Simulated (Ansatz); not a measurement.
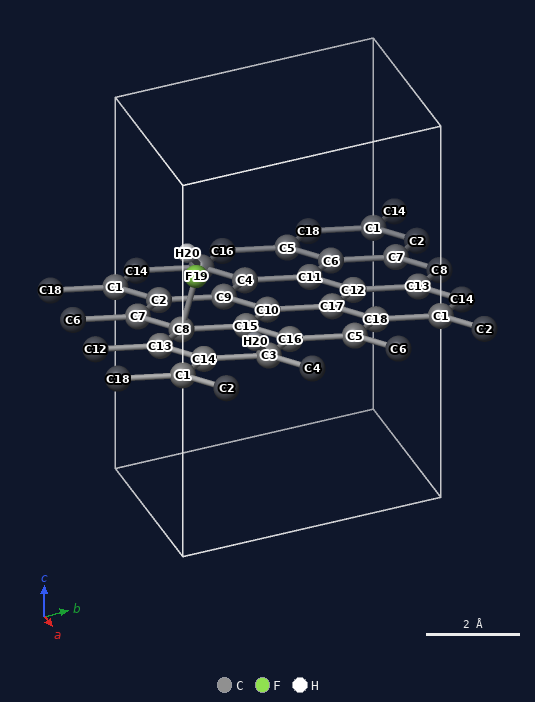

Figure 1. The structure as given in the input (ball-and-stick view of the cell of the calculation, with the vacuum cut short, seen slightly off an axis; neighbours outside the cell are drawn fainter; atoms are numbered from 1 in the order of the input).

## Geometry relaxation, with input and output: C₁₈HF (part 1 of 3)

C₁₈HF (slab, 20 atoms in the cell), computed with DFT PBE, scalar-relativistic, plane waves, PAW, no spin polarisation (Ansatz 0.2.0).

It belongs to a series of runs on one base structure; here: end point B relaxed. Figures and captions count atoms from 1; the log counts them from 0 in places.

Input file:
```yaml
crystal:
  lattice:
    - [7.398, 0.0, 0.0]
    - [-3.699, 6.406856, 0.0]
    - [0.0, 0.0, 12.0]
  atoms:
    - { symbol: C, position: [0.0, 0.0, 0.08333333] }
    - { symbol: C, position: [0.22222222, 0.11111111, 0.08333333] }
    - { symbol: C, position: [0.0, 0.33333333, 0.08333333] }
    - { symbol: C, position: [0.22222222, 0.44444444, 0.08333333] }
    - { symbol: C, position: [0.0, 0.66666666, 0.08333333] }
    - { symbol: C, position: [0.22222222, 0.77777777, 0.08333333] }
    - { symbol: C, position: [0.33333333, 0.0, 0.08333333] }
    - { symbol: C, position: [0.55555556, 0.11111111, 0.08333333] }
    - { symbol: C, position: [0.33333333, 0.33333333, 0.08333333] }
    - { symbol: C, position: [0.55555555, 0.44444444, 0.08333333] }
    - { symbol: C, position: [0.33333333, 0.66666666, 0.08333333] }
    - { symbol: C, position: [0.55555555, 0.77777777, 0.08333333] }
    - { symbol: C, position: [0.66666667, 0.0, 0.08333333] }
    - { symbol: C, position: [0.88888889, 0.11111111, 0.08333333] }
    - { symbol: C, position: [0.66666667, 0.33333333, 0.08333333] }
    - { symbol: C, position: [0.88888889, 0.44444444, 0.08333333] }
    - { symbol: C, position: [0.66666666, 0.66666666, 0.08333333] }
    - { symbol: C, position: [0.88888889, 0.77777777, 0.08333333] }
    - { symbol: F, position: [0.62962963, 0.14814815, 0.19] }
    - { symbol: H, position: [1.07407407, 0.25925926, 0.13] }
basis:
  ecutwfc: 420.0
kpoints:
  mp_grid: { grid: [2, 2, 1] }
hamiltonian:
  xc: pbe
scf:
  occupations: { method: gaussian, width: 0.02 }
  lower_state_search: "off"
relax:
  f_tol: 0.03
  max_steps: 60
  adjacent_minimum: "off"
output:
  write_density: true
  write_potential: true
  elf: true
  volumetric_format: npy
```

Launch command:
```bash
ansatz run input.yaml --threads 1 --pin off --max-ram 3072MiB --backend cpu --events-out ev --progress --plain --runs-dir out
```

The program's output:
```
Engine: ansatz 0.2.0, x86_64-unknown-linux-gnu
Pseudopotentials: kind: paw
Pseudopotential: C, paw, valence charge 4, recommended cutoff 420 eV (normal), C.paw.azcp
Pseudopotential: F, paw, valence charge 7, recommended cutoff 420 eV (normal), F.paw.azcp
Pseudopotential: H, paw, valence charge 1, recommended cutoff 420 eV (normal), H.paw.azcp
Functional definition: PBE
  parameter kappa = 0.804
  parameter beta = 0.06672455060314922
  exchange = pbe_x(kappa = kappa, mu = beta*pi^2/3)
  correlation = pbe_c(beta = beta)
Crystal: 20 atoms, lattice volume = 568.775 Å³
Basis set: ecut = 420 eV, 11177 PW (Γ), exchange–correlation on 100×100×162 points (8 copies of the dense FFT grid, shifted against one another)
Bands: 60, of which v1, the nominal top of the filled ones, is band 40 counted from 1 (39 counted from 0)
Symmetry: 1 space group operations
Space group: P1 (ITA 1), of the structure as read, at distance tolerance 8.3e-5 Å
k-points: 4
Non-local potential: C, projectors of the file, l = 0: 2, l = 1: 2, l = 2: 1
Non-local potential: F, projectors of the file, l = 0: 2, l = 1: 2, l = 2: 1
Non-local potential: H, projectors of the file, l = 0: 2, l = 1: 1
PAW form: soft (Blöchl's): semilocal exchange-correlation on the pseudo side does not see the compensation charge
PAW one-centre angular grid: C, 110 points (default); XC on 64 Gauss nodes
PAW one-centre angular grid: F, 110 points (default); XC on 64 Gauss nodes
PAW one-centre angular grid: H, 110 points (default); XC on 64 Gauss nodes
Initial density: superposition of atomic densities (neutral atoms: chi_scale 0, normalization atom), corrected by the library's trained network
Initial wavefunctions: pseudopotential atomic-orbital guess
Functional: x = pbe(κ = 0.804, μ = 0.2195149727645171), c = pbe(β = 0.06672455060314922)
SCF iter   1: F=—  HF=-5332.051553 eV  |F-HF|=—  |Δ(HF+E_count)|=         —  Δρ=9.20e-3  dr2=7.08e-1  ethr=1.77e-3  ⟨swp⟩=13.0  Hψ=1685  notcnv=0  defer=22
preconditioner: auto → Resta (q_TF=auto, 1.968 Å⁻¹)  ε∞=1.9  [insulator: Δε(μ)=0.499 eV  Ē_g=14.557 eV  σ=0.020 eV  W_gap=1.00  n_scr=72 (ndim 8)  ℏωp=13.8 eV  f_vac=0.668  D(μ)=0.00/eV (n_scr^D=0)  ε∞_Penn≈1.9  vacuum switching on, ρ_ref=1.5e-2 e/Å³]
SCF iter   2: F=—  HF=-5331.919909 eV  |F-HF|=—  |Δ(HF+E_count)|=   1.32e-1  Δρ=5.87e-3  dr2=1.84e-1  ethr=8.85e-4  ⟨swp⟩=2.8  Hψ=395  notcnv=0  defer=61
SCF iter   3: F=—  HF=-5331.886571 eV  |F-HF|=—  |Δ(HF+E_count)|=   3.33e-2  Δρ=1.97e-3  dr2=1.60e-2  ethr=2.30e-4  ⟨swp⟩=2.0  Hψ=303  notcnv=0  defer=61
SCF iter   4: F=—  HF=-5331.886636 eV  |F-HF|=—  |Δ(HF+E_count)|=   6.50e-5  Δρ=7.73e-4  dr2=2.76e-3  ethr=2.00e-5  ⟨swp⟩=3.0  Hψ=413  notcnv=0  defer=61
SCF iter   5: F=—  HF=-5331.886969 eV  |F-HF|=—  |Δ(HF+E_count)|=   3.33e-4  Δρ=2.22e-4  dr2=1.81e-4  ethr=3.45e-6  ⟨swp⟩=2.5  Hψ=360  notcnv=0  defer=61
SCF iter   6: F=—  HF=-5331.887177 eV  |F-HF|=—  |Δ(HF+E_count)|=   2.07e-4  Δρ=6.56e-5  dr2=2.26e-5  ethr=2.26e-7  ⟨swp⟩=2.5  Hψ=322  notcnv=0  defer=61
SCF iter   7: F=-5331.887187 eV  HF=-5331.887187 eV  |F-HF|=4.01e-7  |Δ(HF+E_count)|=   9.94e-6  Δρ=1.95e-5  dr2=1.83e-6  ethr=2.81e-8  ⟨swp⟩=11.0  Hψ=1793  notcnv=0
SCF 1 converged in 7 iterations: F = -5331.887187 eV  dr2 = 1.83e-6
  greatest PAW one-centre occupation: 0.945 electrons in one spin orbital (limit 2), on the F atom at site 18 (counted from 0), in its partial waves of l = 0
relax step   1: F+E_penalty+E_count = -5331.88718701 eV  Δ(F+E_penalty+E_count) = +0.000e0 eV  max|allowed force component| = 1.217e1 eV/Å  Δτ_max = 0.0000 Å  (7 SCF iters, dr2 threshold 2.25e-5 eV, accepted)
Initial density: handed on by an earlier stage of this run
Initial wavefunctions: those handed on with the density
iter 1 solved again at ethr=5.93e-4 eV; its pass at ethr=3.10e-3 eV (dr2=4.74e-1 eV) is discarded
SCF iter   1: F=—  HF=-5334.803337 eV  |F-HF|=—  |Δ(HF+E_count)|=         —  Δρ=1.36e-2  dr2=4.76e-1  ethr=5.93e-4  ⟨swp⟩=1.2  Hψ=918  notcnv=0  defer=58
preconditioner: auto → Resta (q_TF=auto, 1.968 Å⁻¹)  ε∞=1.9  [insulator: Δε(μ)=0.221 eV  Ē_g=14.352 eV  σ=0.020 eV  W_gap=1.00  n_scr=72 (ndim 8)  ℏωp=13.8 eV  f_vac=0.671  D(μ)=0.00/eV (n_scr^D=0)  ε∞_Penn≈1.9  vacuum switching on, ρ_ref=1.5e-2 e/Å³]
SCF iter   2: F=—  HF=-5334.698041 eV  |F-HF|=—  |Δ(HF+E_count)|=   1.05e-1  Δρ=7.12e-3  dr2=9.87e-2  ethr=5.93e-4  ⟨swp⟩=2.2  Hψ=359  notcnv=0  defer=58
SCF iter   3: F=—  HF=-5334.685643 eV  |F-HF|=—  |Δ(HF+E_count)|=   1.24e-2  Δρ=3.15e-3  dr2=3.16e-2  ethr=1.23e-4  ⟨swp⟩=2.0  Hψ=455  notcnv=0  defer=61
SCF iter   4: F=—  HF=-5334.681175 eV  |F-HF|=—  |Δ(HF+E_count)|=   4.47e-3  Δρ=7.29e-4  dr2=9.97e-4  ethr=3.95e-5  ⟨swp⟩=2.2  Hψ=359  notcnv=0  defer=61
SCF iter   5: F=—  HF=-5334.681343 eV  |F-HF|=—  |Δ(HF+E_count)|=   1.68e-4  Δρ=2.34e-4  dr2=1.37e-4  ethr=1.25e-6  ⟨swp⟩=2.0  Hψ=348  notcnv=0  defer=61
SCF iter   6: F=-5334.681357 eV  HF=-5334.681368 eV  |F-HF|=1.08e-5  |Δ(HF+E_count)|=   2.48e-5  Δρ=5.59e-5  dr2=1.93e-5  ethr=1.25e-7  ⟨swp⟩=9.8  Hψ=1821  notcnv=0
SCF 2 converged in 6 iterations: F = -5334.681357 eV  dr2 = 1.93e-5
  greatest PAW one-centre occupation: 0.940 electrons in one spin orbital (limit 2), on the F atom at site 18 (counted from 0), in its partial waves of l = 0
relax step   2: F+E_penalty+E_count = -5334.68135735 eV  Δ(F+E_penalty+E_count) = -2.794e0 eV  max|allowed force component| = 6.021e0 eV/Å  Δτ_max = 0.1947 Å  (6 SCF iters, dr2 threshold 1.00e-4 eV, accepted)
iter 1 solved again at ethr=4.49e-4 eV; its pass at ethr=3.10e-3 eV (dr2=3.60e-1 eV) is discarded
SCF iter   1: F=—  HF=-5336.524574 eV  |F-HF|=—  |Δ(HF+E_count)|=         —  Δρ=1.38e-2  dr2=3.67e-1  ethr=4.49e-4  ⟨swp⟩=2.0  Hψ=1034  notcnv=0  defer=55
preconditioner: auto → Resta (q_TF=auto, 1.968 Å⁻¹)  ε∞=1.9  [insulator: Δε(μ)=0.117 eV  Ē_g=14.226 eV  σ=0.020 eV  W_gap=1.00  n_scr=72 (ndim 8)  ℏωp=13.8 eV  f_vac=0.667  D(μ)=0.01/eV (n_scr^D=0)  ε∞_Penn≈1.9  vacuum switching on, ρ_ref=1.5e-2 e/Å³]
SCF iter   2: F=—  HF=-5336.447723 eV  |F-HF|=—  |Δ(HF+E_count)|=   7.69e-2  Δρ=6.44e-3  dr2=6.14e-2  ethr=4.49e-4  ⟨swp⟩=2.0  Hψ=370  notcnv=0  defer=55
SCF iter   3: F=—  HF=-5336.446308 eV  |F-HF|=—  |Δ(HF+E_count)|=   1.41e-3  Δρ=2.56e-3  dr2=2.44e-2  ethr=7.67e-5  ⟨swp⟩=2.2  Hψ=460  notcnv=0  defer=57
SCF iter   4: F=—  HF=-5336.442898 eV  |F-HF|=—  |Δ(HF+E_count)|=   3.41e-3  Δρ=7.13e-4  dr2=1.09e-3  ethr=3.05e-5  ⟨swp⟩=2.0  Hψ=366  notcnv=0  defer=57
SCF iter   5: F=—  HF=-5336.443004 eV  |F-HF|=—  |Δ(HF+E_count)|=   1.06e-4  Δρ=2.27e-4  dr2=1.36e-4  ethr=1.36e-6  ⟨swp⟩=2.0  Hψ=358  notcnv=0  defer=57
SCF iter   6: F=-5336.443014 eV  HF=-5336.443024 eV  |F-HF|=1.04e-5  |Δ(HF+E_count)|=   2.01e-5  Δρ=6.18e-5  dr2=1.92e-5  ethr=1.25e-7  ⟨swp⟩=10.0  Hψ=1854  notcnv=0
SCF 3 converged in 6 iterations: F = -5336.443014 eV  dr2 = 1.92e-5
[...]
  greatest PAW one-centre occupation: 0.936 electrons in one spin orbital (limit 2), on the F atom at site 18 (counted from 0), in its partial waves of l = 0
relax step   3: F+E_penalty+E_count = -5336.44301407 eV  Δ(F+E_penalty+E_count) = -1.762e0 eV  max|allowed force component| = 1.826e0 eV/Å  Δτ_max = 0.1946 Å  (6 SCF iters, dr2 threshold 1.00e-4 eV, accepted)
preconditioner: auto → Resta (q_TF=auto, 1.968 Å⁻¹)  ε∞=1.9  [insulator: Δε(μ)=0.101 eV  Ē_g=14.555 eV  σ=0.020 eV  W_gap=1.00  n_scr=72 (ndim 8)  ℏωp=13.9 eV  f_vac=0.664  D(μ)=0.05/eV (n_scr^D=0)  ε∞_Penn≈1.9  vacuum switching on, ρ_ref=1.5e-2 e/Å³]
  greatest PAW one-centre occupation: 0.935 electrons in one spin orbital (limit 2), on the F atom at site 18 (counted from 0), in its partial waves of l = 0
relax step   4: F+E_penalty+E_count = -5337.22130927 eV  Δ(F+E_penalty+E_count) = -7.783e-1 eV  max|allowed force component| = 1.801e0 eV/Å  Δτ_max = 0.1939 Å  (6 SCF iters, dr2 threshold 1.00e-4 eV, accepted)
preconditioner: auto → LDOS  [insulator: Δε(μ)=0.073 eV  Ē_g=14.581 eV  σ=0.020 eV  W_gap=0.99  n_scr=72 (ndim 8)  ℏωp=13.9 eV  f_vac=0.664  D(μ)=0.99/eV (n_scr^D=2)  ε∞_Penn≈1.9  β→1.0]
  greatest PAW one-centre occupation: 0.934 electrons in one spin orbital (limit 2), on the F atom at site 18 (counted from 0), in its partial waves of l = 0
relax step   5: F+E_penalty+E_count = -5337.79236989 eV  Δ(F+E_penalty+E_count) = -5.711e-1 eV  max|allowed force component| = 1.598e0 eV/Å  Δτ_max = 0.2000 Å  (6 SCF iters, dr2 threshold 1.00e-4 eV, accepted)
preconditioner: auto → Resta (q_TF=auto, 1.968 Å⁻¹)  ε∞=1.9  [insulator: Δε(μ)=0.106 eV  Ē_g=14.520 eV  σ=0.020 eV  W_gap=1.00  n_scr=72 (ndim 8)  ℏωp=13.9 eV  f_vac=0.661  D(μ)=0.03/eV (n_scr^D=0)  ε∞_Penn≈1.9  vacuum switching on, ρ_ref=1.5e-2 e/Å³]
relax step   6: F+E_penalty+E_count = -5338.19532233 eV  Δ(F+E_penalty+E_count) = -4.030e-1 eV  max|allowed force component| = 9.129e-1 eV/Å  Δτ_max = 0.1971 Å  (6 SCF iters, dr2 threshold 1.00e-4 eV, accepted)
preconditioner: auto → Resta (q_TF=auto, 1.968 Å⁻¹)  ε∞=1.9  [insulator: Δε(μ)=0.524 eV  Ē_g=14.167 eV  σ=0.020 eV  W_gap=1.00  n_scr=72 (ndim 8)  ℏωp=13.8 eV  f_vac=0.661  D(μ)=0.00/eV (n_scr^D=0)  ε∞_Penn≈1.9  vacuum switching on, ρ_ref=1.5e-2 e/Å³]
relax step   7: F+E_penalty+E_count = -5338.45539969 eV  Δ(F+E_penalty+E_count) = -2.601e-1 eV  max|allowed force component| = 7.836e-1 eV/Å  Δτ_max = 0.2000 Å  (6 SCF iters, dr2 threshold 1.00e-4 eV, accepted)
preconditioner: auto → Resta (q_TF=auto, 1.968 Å⁻¹)  ε∞=1.9  [insulator: Δε(μ)=0.327 eV  Ē_g=14.126 eV  σ=0.020 eV  W_gap=1.00  n_scr=72 (ndim 8)  ℏωp=13.8 eV  f_vac=0.660  D(μ)=0.00/eV (n_scr^D=0)  ε∞_Penn≈1.9  vacuum switching on, ρ_ref=1.4e-2 e/Å³]
relax step   8: F+E_penalty+E_count = -5338.53364165 eV  Δ(F+E_penalty+E_count) = -7.824e-2 eV  max|allowed force component| = 2.578e-1 eV/Å  Δτ_max = 0.1612 Å  (5 SCF iters, dr2 threshold 1.00e-4 eV, accepted)
preconditioner: auto → Resta (q_TF=auto, 1.968 Å⁻¹)  ε∞=1.9  [insulator: Δε(μ)=0.329 eV  Ē_g=14.155 eV  σ=0.020 eV  W_gap=1.00  n_scr=72 (ndim 8)  ℏωp=13.8 eV  f_vac=0.661  D(μ)=0.00/eV (n_scr^D=0)  ε∞_Penn≈1.9  vacuum switching on, ρ_ref=1.5e-2 e/Å³]
relax step   9: F+E_penalty+E_count = -5338.54288108 eV  Δ(F+E_penalty+E_count) = -9.239e-3 eV  max|allowed force component| = 6.907e-2 eV/Å  Δτ_max = 0.0263 Å  (6 SCF iters, dr2 threshold 7.19e-6 eV, accepted)
preconditioner: auto → Resta (q_TF=auto, 1.968 Å⁻¹)  ε∞=1.9  [insulator: Δε(μ)=0.334 eV  Ē_g=14.154 eV  σ=0.020 eV  W_gap=1.00  n_scr=72 (ndim 8)  ℏωp=13.8 eV  f_vac=0.661  D(μ)=0.00/eV (n_scr^D=0)  ε∞_Penn≈1.9  vacuum switching on, ρ_ref=1.5e-2 e/Å³]
relax step  10: F+E_penalty+E_count = -5338.54417950 eV  Δ(F+E_penalty+E_count) = -1.298e-3 eV  max|allowed force component| = 2.493e-2 eV/Å  Δτ_max = 0.0190 Å  (6 SCF iters, accepted)
```

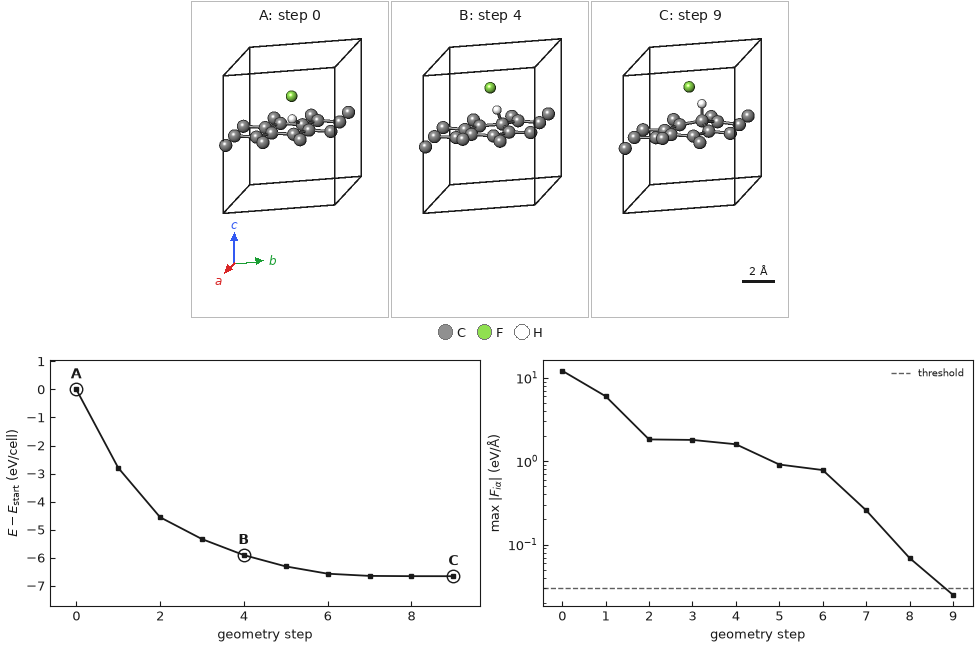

Figure 2. Frames of the relaxation (ball-and-stick view of the cell of the calculation, with the vacuum cut short (origin shifted), seen slightly off an axis) above the curves, on which the letters mark them (the first geometry is step 0 here and step 1 in the log).

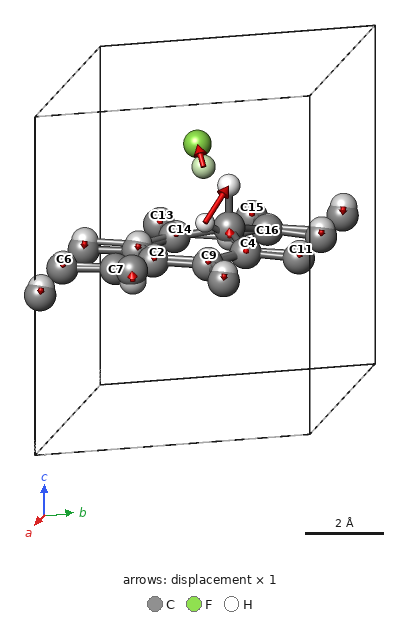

Figure 3. Start (faint) and end (solid) with the displacements as red arrows, at true length (ball-and-stick view of the cell of the calculation, with the vacuum cut short (origin shifted), seen slightly off an axis). Over 9 geometry steps the energy falls by 6.657 eV per cell of the calculation. The largest force component goes from 12 to 0.025 eV/Å. The atom that moves furthest is H20 (1.22 Å). Largest moves by element: H 1.22 Å, F 0.65 Å, C 0.30 Å. The cell doesn't change. Distances before and after: C8–F19 1.365 → 1.507 Å, C3–C4 1.424 → 1.497 Å, C3–C14 1.424 → 1.494 Å, C13–C14 1.424 → 1.376 Å. Among the angles that change: C16–C3–H20 149.5° → 102.8°, C4–C3–H20 64.5° → 102.9°, C13–C8–F19 80.0° → 103.5°. (Atoms are counted from 1 in the order of the input.)
